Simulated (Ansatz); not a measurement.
**C2H7NSi: inputs that go wrong**

3 inputs were typed for C2H7NSi. Each is run as it stands; the log then has to tell whether the result can be used.

Computed with Ansatz 0.2.0, Gaussian basis. Level: the settings change from run to run.

## Step 1: The molecule

The structure was relaxed beforehand with PBE0-D4 in a triple-zeta def2 set.

SMILES `C[SiH]1CN1`, 11 atoms, charge 0, spin multiplicity 1.

Atoms are counted from 1 here; the program's logs count them from 0.

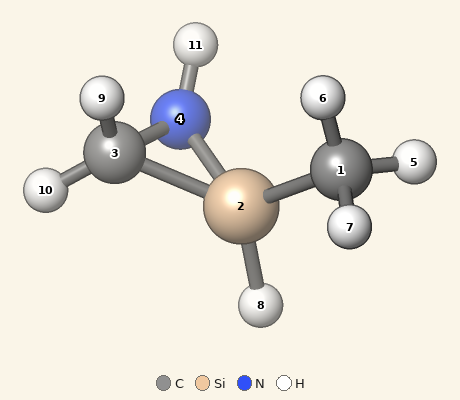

The structure; carbon grey, silicon light orange, nitrogen blue, hydrogen white; atoms are numbered from 1 in the order of the file.

Coordinates:

```xyz
11
charge 0, multiplicity 1
C    -1.0361    1.3019    0.0233
Si    0.1620    0.0638   -0.6777
C     1.2685   -0.8724    0.4366
N     0.1349   -1.5961   -0.2261
H    -1.9884    1.2721   -0.5122
H    -1.2267    1.0970    1.0787
H    -0.6380    2.3163   -0.0638
H     0.4961    0.3270   -2.0965
H     1.1732   -0.6844    1.5065
H     2.2527   -1.2450    0.1635
H    -0.5327   -2.0371    0.3881
```

## Step 2: Input 1

Contents of in.yaml:

```yaml
crystal:
  periodic: [false, false, false]
  atoms:
    - {symbol: C, position_ang: [-0.621664, 0.781113, 0.016319]}
    - {symbol: Si, position_ang: [0.097201, 0.038296, -0.474424]}
    - {symbol: C, position_ang: [0.761095, -0.610658, 0.305609]}
    - {symbol: N, position_ang: [0.094427, -0.957683, -0.158260]}
    - {symbol: H, position_ang: [-1.193063, 0.763238, -0.358537]}
    - {symbol: H, position_ang: [-0.858706, 0.658182, 0.647235]}
    - {symbol: H, position_ang: [-0.382800, 1.389772, -0.038265]}
    - {symbol: H, position_ang: [0.347242, 0.196173, -1.257893]}
    - {symbol: H, position_ang: [0.703937, -0.479067, 1.054576]}
    - {symbol: H, position_ang: [1.351620, -0.871480, 0.114464]}
    - {symbol: H, position_ang: [-0.372895, -1.425968, 0.271681]}
basis:
  gaussian: {orbitals: cc-pVTZ}
hamiltonian: {xc: {name: B2GP-PLYP}}
output: {forces: true}
```

Command:

```console
$ ansatz run in.yaml --threads 2 --pin off --events-out ev --progress --plain --max-ram 4352MiB
```

The program printed (excerpt; [...] marks lines left out):

```text
Functional definition: B2GP-PLYP
  name "B2GP-PLYP"
  cite "Karton, Tarnopolsky, Lamère, Schatz & Martin, J. Phys. Chem. A 112, 12868 (2008) doi:10.1021/jp801805p"
  cite "Becke, Phys. Rev. A 38, 3098 (1988) doi:10.1103/PhysRevA.38.3098"
  cite "Lee, Yang & Parr, Phys. Rev. B 37, 785 (1988) doi:10.1103/PhysRevB.37.785"
[...]
1198 factors; integrals over basis functions are off by at most 6.3e-4 eV
[...]
mean field -11424.21282321 eV, -419.8320776432 hartree, gradient 8.1e-6 eV, S^2 0.000000; 0 other end points of the search recorded, 0 dependent functions left out
8 core orbitals not correlated: weight in the atoms' cores, before any rotation towards them, 0.996 or more for the frozen orbitals, at most 0.002 for the correlated occupied ones
reference -11424.21292611 eV, -419.8320814250 hartree; 12, 12 occupied and 202, 202 virtual orbitals, 1198 factors
second order -21.41537975 eV of doubles, -0.00000000 eV of singles
[...]
Total energy: -11431.92246282 eV, -420.1154016734 hartree
Atom 0 at    -0.621664     0.781113     0.016319 Å, force   -19.952238    13.562755    20.513235 eV/Å
Atom 1 at     0.097201     0.038296    -0.474424 Å, force     8.569896    71.757545   -44.958660 eV/Å
Atom 2 at     0.761095    -0.610658     0.305609 Å, force    67.312087    28.163147    67.625730 eV/Å
Atom 3 at     0.094427    -0.957683    -0.158260 Å, force   -74.963138  -143.343928   -26.857170 eV/Å
Atom 4 at    -1.193063     0.763238    -0.358537 Å, force   -41.336662    -0.586944   -27.038627 eV/Å
Atom 5 at    -0.858706     0.658182     0.647235 Å, force   -16.031873    -8.026083    45.053369 eV/Å
Atom 6 at    -0.382800     1.389772    -0.038265 Å, force    20.817151    54.952244    -3.891873 eV/Å
Atom 7 at     0.347242     0.196173    -1.257893 Å, force    18.606665    12.341934   -57.518512 eV/Å
Atom 8 at     0.703937    -0.479067     1.054576 Å, force    -0.568268     5.882643    30.028138 eV/Å
Atom 9 at     1.351620    -0.871480     0.114464 Å, force    50.494957   -19.557025   -11.128151 eV/Å
Atom 10 at    -0.372895    -1.425968     0.271681 Å, force   -12.948577   -15.146288     8.172521 eV/Å
Dipole moment:    -0.394000     0.065154     0.191129 e Å
```

It took 16 s on 2 threads of Arm Neoverse V2, shared host; peak memory 0.72 GiB.

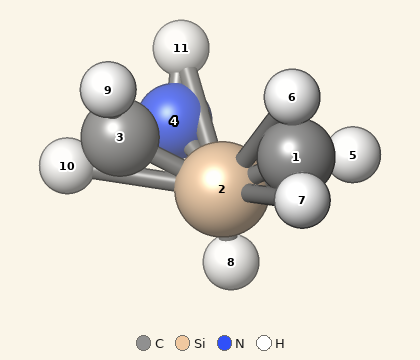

The geometry of this input.

What is wrong: It ended without an error, which proves nothing about the input. The geometry is squeezed well below its size. The shortest distance is 0.66 Å (C1–H7), against 1.01 Å in the relaxed molecule. Its energy is no property of the relaxed molecule. Cure: use the relaxed coordinates.

## Step 3: Input 2

Contents of in.yaml:

```yaml
crystal:
  periodic: [false, false, false]
  atoms:
    - {symbol: C, position_ang: [-0.882530, 1.282505, 0.045584]}
    - {symbol: Si, position_ang: [0.103152, 0.206940, -0.821540]}
    - {symbol: C, position_ang: [1.237649, -0.832738, 0.381065]}
    - {symbol: N, position_ang: [0.197291, -1.601442, -0.331794]}
    - {symbol: H, position_ang: [-2.059471, 1.117822, -0.475230]}
    - {symbol: H, position_ang: [-0.981502, 1.111834, 0.994413]}
    - {symbol: H, position_ang: [-0.733205, 2.299524, -0.068189]}
    - {symbol: H, position_ang: [0.446665, 0.380413, -2.159367]}
    - {symbol: H, position_ang: [0.953403, -0.660026, 1.574265]}
    - {symbol: H, position_ang: [2.325911, -1.296541, 0.072894]}
    - {symbol: H, position_ang: [-0.635308, -2.157623, 0.282807]}
basis:
  gaussian: {orbitals: def2-TZVP}
hamiltonian: {xc: {name: revPBE}}
accuracy: high
relax: {f_tol: 0.0001, max_steps: 1}
output: {forces: true}
```

Launched as before.

The program printed:

```text
Functional definition: revPBE
  name "revPBE"
  cite "Zhang & Yang, Phys. Rev. Lett. 80, 890 (1998) doi:10.1103/PhysRevLett.80.890"
  cite "Perdew, Burke & Ernzerhof, Phys. Rev. Lett. 77, 3865 (1996) doi:10.1103/PhysRevLett.77.3865"
  parameter kappa = 1.245
  parameter beta = 0.06672455060314922
  exchange = pbe_x(kappa = kappa, mu = beta*pi^2/3)
  correlation = pbe_c(beta = beta)
3548 factors; integrals over basis functions are off by at most 2.2e-9 eV
mean field evaluation 1: about -11531.7171 eV, gradient 9.3e1 eV
mean field evaluation 2: about -11407.1225 eV, gradient 1.9e2 eV
mean field evaluation 4: about -11550.9186 eV, gradient 1.7e1 eV
mean field evaluation 8: about -11551.6249 eV, gradient 1.7e-1 eV
mean field evaluation 16: about -11551.6240 eV, gradient 7.8e-5 eV
mean field -11551.62401523 eV, -424.5143525875 hartree, gradient 9.2e-9 eV, S^2 0.000000; 0 other end points of the search recorded, 0 dependent functions left out
the calculation of the forces begins
reference -11551.62402052 eV, -424.5143527822 hartree; 20, 20 occupied and 152, 152 virtual orbitals, 3548 factors
relax step   1: F+E_penalty+E_count = -11551.62401523 eV  Δ(F+E_penalty+E_count) = +0.000e0 eV  max|allowed force component| = 5.837e0 eV/Å  Δτ_max = 0.0000 Å  (35 SCF iters, accepted)
Error: geometry relaxation did not converge after 1 steps: max|allowed force component| = 5.84e0 eV/Å (threshold 1.0e-4). Raise `relax.max_steps` over both its present limit and 1, loosen `relax.f_tol`, or start from a geometry closer to equilibrium. Where this run's directory can be resumed (`checkpoint.write`), a resume goes on for up to `relax.max_steps` more
```

Run time: 19 s. Hardware: 2 threads of Arm Neoverse V2, shared host; peak memory 0.81 GiB.

What is wrong: It stopped unconverged. The relaxation is allowed too few steps for its threshold. The start was also shaken off the relaxed geometry, so there is far to go. To mend it, raise relax.max_steps.

## Step 4: Input 3

Contents of in.yaml:

```yaml
crystal:
  periodic: [false, false, false]
  atoms:
    - {symbol: C, position_ang: [-1.957959, 2.460151, 0.044054]}
    - {symbol: Si, position_ang: [0.306138, 0.120616, -1.280759]}
    - {symbol: C, position_ang: [2.397102, -1.648538, 0.825024]}
    - {symbol: N, position_ang: [0.254917, -3.016264, -0.427240]}
    - {symbol: H, position_ang: [-3.757606, 2.403853, -0.967911]}
    - {symbol: H, position_ang: [-2.318170, 2.072972, 2.038495]}
    - {symbol: H, position_ang: [-1.205647, 4.377150, -0.120517]}
    - {symbol: H, position_ang: [0.937417, 0.617855, -3.961791]}
    - {symbol: H, position_ang: [2.217080, -1.293293, 2.846942]}
    - {symbol: H, position_ang: [4.256987, -2.352656, 0.309007]}
    - {symbol: H, position_ang: [-1.006671, -3.849559, 0.733432]}
basis:
  gaussian: {orbitals: "6-31++G**"}
hamiltonian: {xc: {name: HF}}
correlation: {method: bccd_t}
```

The command is unchanged.

The program printed:

```text
Functional definition: HF
  name "HF"
  cite "Fock, Z. Phys. 61, 126 (1930) doi:10.1007/BF01340294"
  parent pbe
  exchange = exact_x
  correlation = 0
1081 factors; integrals over basis functions are off by at most 4.3e-4 eV
mean field evaluation 1: about -11451.7048 eV, gradient 6.2e1 eV
mean field evaluation 2: about -11451.7634 eV, gradient 6.2e1 eV
mean field evaluation 4: about -11456.1577 eV, gradient 4.6e1 eV
mean field evaluation 8: about -11470.9250 eV, gradient 1.2e1 eV
mean field evaluation 16: about -11471.9719 eV, gradient 4.5e-1 eV
mean field evaluation 32: about -11472.2046 eV, gradient 1.5e-2 eV
mean field evaluation 64: about -11471.9381 eV, gradient 2.4e-6 eV
mean field evaluation 96: about -11472.1363 eV, gradient 5.7e-1 eV
mean field evaluation 128: about -11464.8009 eV, gradient 2.6e1 eV
mean field evaluation 160: about -11465.7231 eV, gradient 9.4e0 eV
mean field evaluation 192: about -11465.9044 eV, gradient 2.2e1 eV
mean field evaluation 224: about -11465.2605 eV, gradient 7.4e0 eV
mean field evaluation 256: about -11459.9425 eV, gradient 3.8e1 eV
mean field evaluation 288: about -11462.0014 eV, gradient 2.1e1 eV
mean field evaluation 320: about -11471.9448 eV, gradient 1.9e-1 eV
mean field evaluation 352: about -11469.2334 eV, gradient 1.0e1 eV
mean field evaluation 384: about -11469.7203 eV, gradient 5.8e0 eV
mean field evaluation 416: about -11467.3446 eV, gradient 6.5e0 eV
mean field evaluation 448: about -11468.1549 eV, gradient 6.5e0 eV
mean field evaluation 480: about -11465.3328 eV, gradient 1.3e0 eV
mean field evaluation 512: about -11464.9634 eV, gradient 2.1e1 eV
mean field evaluation 544: about -11463.3754 eV, gradient 1.4e1 eV
mean field evaluation 576: about -11469.0477 eV, gradient 1.3e-1 eV
mean field evaluation 608: about -11470.1478 eV, gradient 1.7e1 eV
mean field evaluation 640: about -11453.1647 eV, gradient 2.9e1 eV
mean field evaluation 672: about -11467.1610 eV, gradient 4.1e0 eV
mean field evaluation 704: about -11466.1116 eV, gradient 5.9e0 eV
mean field -11472.20457347 eV, -421.5957419354 hartree, gradient 4.4e-6 eV, S^2 0.000000; 13 other end points of the search recorded, 0 dependent functions left out; unrestricted orbitals would lower it
mean field evaluation 736: about -11483.9590 eV, gradient 6.1e-1 eV
mean field evaluation 768: about -11472.1723 eV, gradient 1.6e-1 eV
mean field evaluation 800: about -11471.9736 eV, gradient 1.5e-1 eV
mean field evaluation 832: about -11483.9522 eV, gradient 1.2e-1 eV
mean field evaluation 864: about -11480.6781 eV, gradient 1.0e1 eV
mean field evaluation 896: about -11476.2036 eV, gradient 1.5e1 eV
mean field evaluation 928: about -11481.4124 eV, gradient 1.9e0 eV
mean field evaluation 960: about -11471.9670 eV, gradient 2.5e-1 eV
mean field evaluation 992: about -11484.4794 eV, gradient 1.8e-2 eV
mean field evaluation 1024: about -11483.9258 eV, gradient 2.7e-1 eV
mean field evaluation 1056: about -11485.5850 eV, gradient 1.0e-1 eV
mean field evaluation 1088: about -11485.4925 eV, gradient 7.5e-1 eV
mean field evaluation 1120: about -11485.9113 eV, gradient 4.0e-1 eV
mean field evaluation 1152: about -11485.8748 eV, gradient 2.1e-1 eV
mean field evaluation 1184: about -11465.5148 eV, gradient 1.9e1 eV
mean field evaluation 1216: about -11470.7868 eV, gradient 9.8e0 eV
mean field evaluation 1248: about -11485.6891 eV, gradient 2.9e0 eV
mean field evaluation 1280: about -11485.9412 eV, gradient 1.9e-1 eV
mean field evaluation 1312: about -11483.8783 eV, gradient 6.8e0 eV
mean field evaluation 1344: about -11485.8283 eV, gradient 1.3e0 eV
mean field evaluation 1376: about -11485.8045 eV, gradient 9.0e-2 eV
mean field evaluation 1408: about -11472.2046 eV, gradient 2.7e-4 eV
determinant -11472.20457347 eV, -421.5957419354 hartree, with singles and doubles -11494.12709131 eV, -422.4013796066 hartree
determinant -11471.93812615 eV, -421.5859501769 hartree, with singles and doubles -11493.69134516 eV, -422.3853662307 hartree
determinant -11469.04803794 eV, -421.4797413942 hartree, with singles and doubles -11491.45480771 eV, -422.3031749954 hartree
determinant -11468.87630188 eV, -421.4734302106 hartree, with singles and doubles -11490.11749491 eV, -422.2540296564 hartree
determinant -11472.20457347 eV, -421.5957419354 hartree, with singles and doubles -11493.85028553 eV, -422.3912071818 hartree
```

Run time: 1.8 min. Hardware: 2 threads of Arm Neoverse V2, shared host.

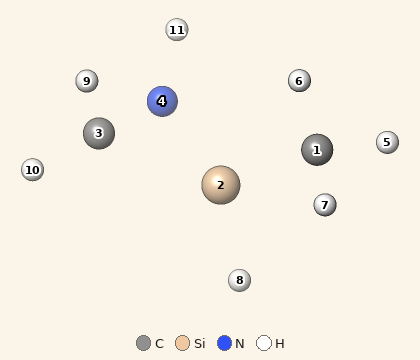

The geometry of this input.

What is wrong: Time ran out. The coordinates are in bohr but typed as ångström. The shortest distance is 1.91 Å (N4–H11), against 1.01 Å in the relaxed molecule. Cure: take the coordinates from the file in ångström.

## Step 5: Summary

```
input              level          ended                                                      cause     time
    1  B2GP-PLYP/cc-pVTZ      converged               the geometry is squeezed well below its size     16 s
    2   revPBE/def2-TZVP  not converged  the relaxation is allowed too few steps for its threshold     19 s
    3  BCCD(T)/6-31++G**        timeout          the coordinates are in bohr but typed as ångström  1.8 min
```

**Reading.** 1 converged, 1 not converged, 1 timeout. The dangerous case is the input that converges on a wrong geometry, charge, spin, basis or grid: often only a look at the input shows it.
